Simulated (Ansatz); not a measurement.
# NBrO (SMILES O=NBr): levels of theory compared

We compute a comparison of 6 runs (UHF/STO-3G, BHLYP/STO-3G, PBE0/STO-3G, SVWN5/STO-3G, CCSD/STO-3G, CCSD(T)/STO-3G) of NBrO. 

The results are computed with Ansatz 0.2.0.

51 further runs of the same task are left out: 13 that didn't finish, 38 set aside as unsound or not needed.

**1. The system as given**

NBrO: 3 atoms, total charge 0, spin state singlet. SMILES: `O=NBr`. The Br3–N2 distance was set to 4.959 Å, away from the relaxed value. At this shape a bond of the SMILES string is far longer than usual.

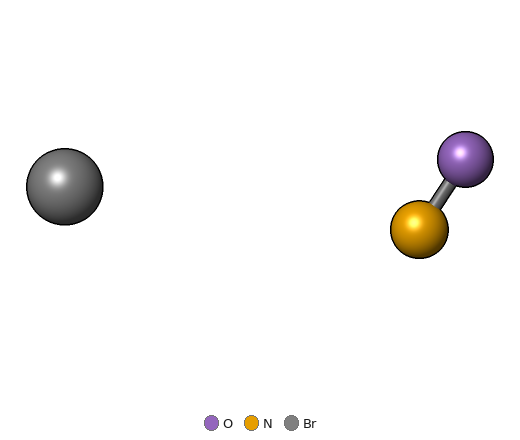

The structure, seen from a chosen angle (oxygen purple, nitrogen amber, bromine grey).

**2. A single-point energy at UHF/STO-3G (run 1)**

Input file molecule.yaml:

```yaml
crystal:
  periodic: [false, false, false]
  atoms:
    - {symbol: O, position_ang: [2.127504, -3.342498, 0.811570]}
    - {symbol: "N", position_ang: [1.112024, -3.286038, 0.259240]}
    - {symbol: Br, position_ang: [-0.865960, 1.220600, -0.345330]}
basis:
  gaussian: {orbitals: STO-3G}
magnetization: {spin_polarized: true}
hamiltonian: {xc: hf}
accuracy: high
```

The run is started by

```sh
$ ansatz run molecule.yaml --threads 1 --pin off --max-ram 2610MiB --events-out events.jsonl --progress --plain --runs-dir runs
```

Output (excerpt; [...] marks lines left out):

```text
Warning: RAYON_NUM_THREADS=1 ignored (pool sized by the plan → 1); use --threads N
Functional definition: HF
  name "HF"
[...]
337 factors; integrals over basis functions are off by at most 3.3e-8 eV
[...]
mean field -72713.43327234 eV, -2672.1693858233 hartree, gradient 1.0e-8 eV, S^2 1.246140; 7 other end points of the search recorded, 0 dependent functions left out
reference -72713.43327234 eV, -2672.1693858233 hartree; 25, 25 occupied and 3, 3 virtual orbitals, 337 factors
Total energy: -72713.43327234 eV, -2672.1693858233 hartree
```

Wall time 2.8 s (1 thread of Arm Neoverse V1, shared host).

**3. The energy at BHLYP/STO-3G (run 2)**

Input file run.yaml:

```yaml
crystal:
  periodic: [false, false, false]
  atoms:
    - symbol: O
      position_ang: [2.127504, -3.342498, 0.811570]
    - symbol: N
      position_ang: [1.112024, -3.286038, 0.259240]
    - symbol: Br
      position_ang: [-0.865960, 1.220600, -0.345330]
basis:
  gaussian:
    orbitals: STO-3G
hamiltonian:
  xc: {name: BHLYP}
accuracy: high
```

The run is started by

```sh
$ ansatz run run.yaml --threads 1 --pin off --max-ram 2610MiB --events-out events.jsonl --progress --plain --runs-dir runs
```

Output:

```text
Warning: RAYON_NUM_THREADS=1 ignored (pool sized by the plan → 1); use --threads N
Functional definition: BHLYP
  name "BHLYP"
  parameter a = 0.5
  exchange = (1 - a)*b88_x + a*exact_x
  correlation = lyp_c
337 factors; integrals over basis functions are off by at most 3.3e-8 eV
mean field evaluation 1: about -72758.5245 eV, gradient 7.4e0 eV
mean field evaluation 2: about -72655.6168 eV, gradient 1.3e1 eV
mean field evaluation 4: about -72758.6623 eV, gradient 3.4e0 eV
mean field evaluation 8: about -72655.5879 eV, gradient 1.4e1 eV
mean field evaluation 16: about -72763.9773 eV, gradient 1.1e-1 eV
mean field evaluation 32: about -72761.6533 eV, gradient 2.1e1 eV
mean field evaluation 64: about -72763.9695 eV, gradient 3.5e-1 eV
mean field -72763.97224871 eV, -2674.0266589484 hartree, gradient 6.8e-9 eV, S^2 0.000000; 4 other end points of the search recorded, 0 dependent functions left out
reference -72763.97226753 eV, -2674.0266596400 hartree; 25, 25 occupied and 3, 3 virtual orbitals, 337 factors
Total energy: -72763.97226753 eV, -2674.0266596400 hartree
```

Run time: 4.2 s. Hardware: 1 thread of Arm Neoverse V1, shared host; peak memory 0.092 GiB.

Runs 3 to 5 aren't shown in full; the table further down has their settings and results.

**4. The energy at CCSD(T)/STO-3G (run 6)**

Input file input.yaml:

```yaml
crystal:
  periodic: [false, false, false]
  atoms:
    - {symbol: O, position_ang: [2.127504, -3.342498, 0.811570]}
    - {symbol: "N", position_ang: [1.112024, -3.286038, 0.259240]}
    - {symbol: Br, position_ang: [-0.865960, 1.220600, -0.345330]}
basis:
  gaussian: {orbitals: STO-3G}
accuracy: high
scf: {omitted_lower_state_checks: [cluster_reference, increment]}
correlation: {method: ccsd_t, frozen_orbitals: {Br: 9, "N": 1, O: 1}}
```

The run is started by

```sh
$ ansatz run input.yaml --threads 1 --pin off --max-ram 2610MiB --events-out events.jsonl --progress --plain --runs-dir runs
```

Output:

```text
Warning: RAYON_NUM_THREADS=1 ignored (pool sized by the plan → 1); use --threads N
[... 15 lines left out ...]
11 core orbitals not correlated: weight in the atoms' cores, before any rotation towards them, 1.000 or more for the frozen orbitals, at most 0.000 for the correlated occupied ones
[... 93 lines left out ...]
WARN: these amplitudes may be one of several solutions (largest doubles amplitude 0.96, level shift 14.44 eV)
Total energy: -72717.90371319 eV, -2672.3336714942 hartree
Checks for a lower state left out: cluster_reference, increment
```

Wall time 1.1 s (1 thread of Arm Neoverse V1, shared host).

**5. The series**

```
run           level  frozen core orbitals   energy (Eh)  wall time
  1      UHF/STO-3G                     –  -2672.169386      2.8 s
  2    BHLYP/STO-3G                     –  -2674.026660      4.2 s
  3     PBE0/STO-3G                     –  -2673.673317       13 s
  4    SVWN5/STO-3G                     –  -2669.303879      6.3 s
  5     CCSD/STO-3G                    11  -2672.271339     0.97 s
  6  CCSD(T)/STO-3G                    11  -2672.333671      1.1 s
```

**6. Summary of results**

| quantity | value |
| --- | --- |
| run 6: total energy | -2672.33367 Eh |
| run 6: correlation energy (11 core orbitals frozen) | -382.1 mEh |
| run 6: (T) correction | -62.33 mEh |
| run 6: T1 diagnostic | 0.085 |

**Reading.** Below the UHF energy at the same shape and in the same basis (STO-3G): CCSD -102.0 mEh; CCSD(T) -164.3 mEh. Some of these start from another determinant than that one, so these aren't their correlation energies. Totals of different functionals can't be ranked against each other. In runs 5, 6 the T1 diagnostic is large, so a single reference may not serve. In runs 5, 6 the log says that unrestricted orbitals would lower the reference, so the values rest on an unstable closed-shell determinant (other closed-shell runs at this shape may share the fault). In runs 1, 2, 3, 4, 5, 6 the basis is minimal, so the values are rough. In runs 2, 3, 4, 5, 6 a closed-shell determinant meets a far-stretched bond, which it describes badly. Spin contamination of the reference: run 1 ⟨S²⟩ = 1.25. Where it is this large, the reference is a mixture of spin states, and values that rest on it are in doubt. All runs together took 28 s, the longest 13 s.
